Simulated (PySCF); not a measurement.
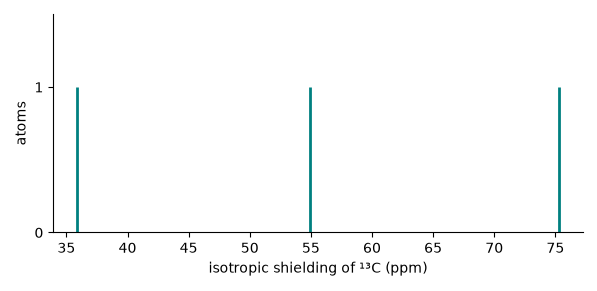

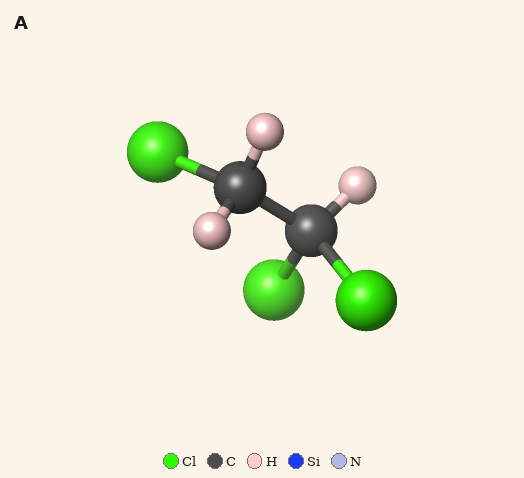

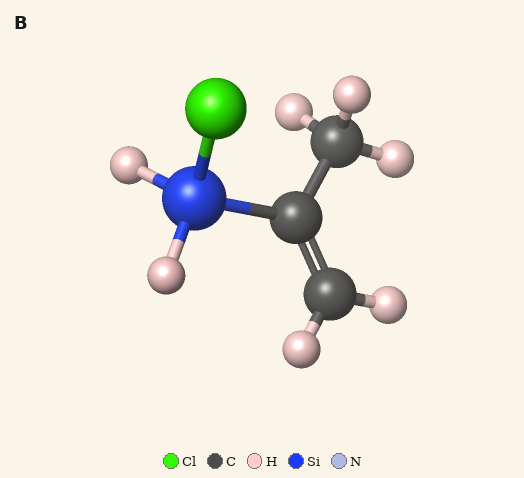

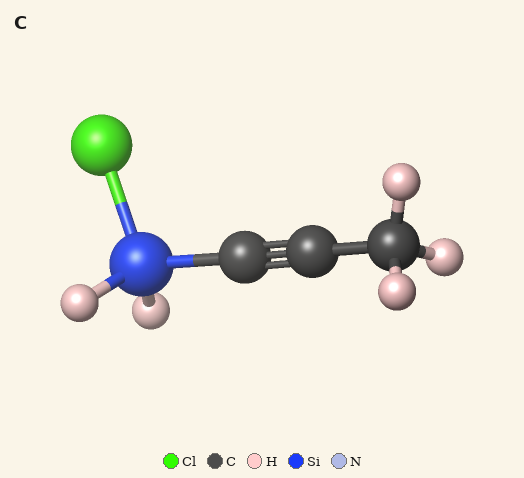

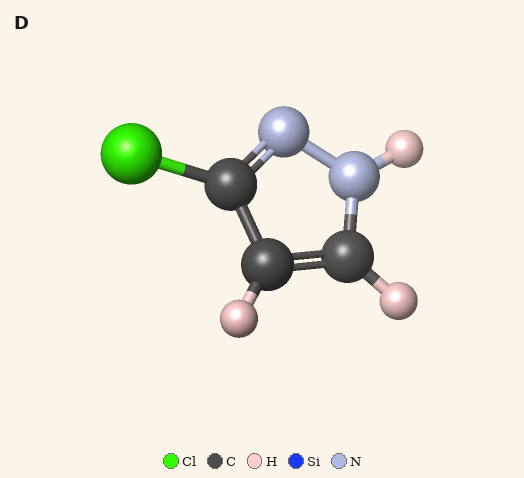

The sticks are computed shieldings of one of the molecules, for one fixed geometry (GFN2-xTB) without averaging over rotations. Low shielding means a high chemical shift. Method: GIAO PBE0/pcSseg-1 NMR shielding, non-relativistic, gas phase (PySCF 2.14.0).

> Match the spectrum to a structure.

D, `Clc1cc[nH]n1`. Its 3 C atoms give lines at 35.9, 55.0, 75.3 ppm.

The geometry is semi-empirical. Around Si such bond lengths and angles can be off by a tenth of an ångström or more and by several degrees, and values that hang on the shape move with them.
